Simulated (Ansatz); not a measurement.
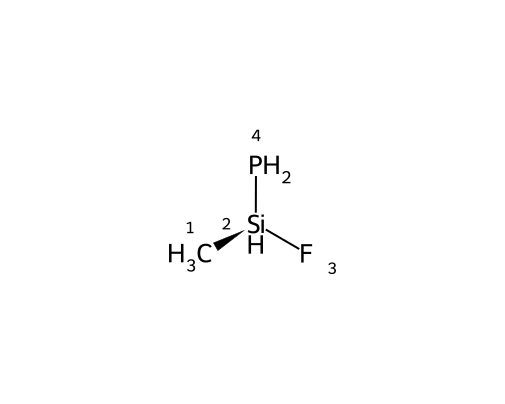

Skeletal drawing with numbered atoms; wedges and dashes mark any stereocentres. The configuration is that of a computed structure (PBE-D4/def2-SVP).

Give the R/S and E/Z labels.

Si2: R.

Write the isomeric SMILES.

C[Si@H](F)P
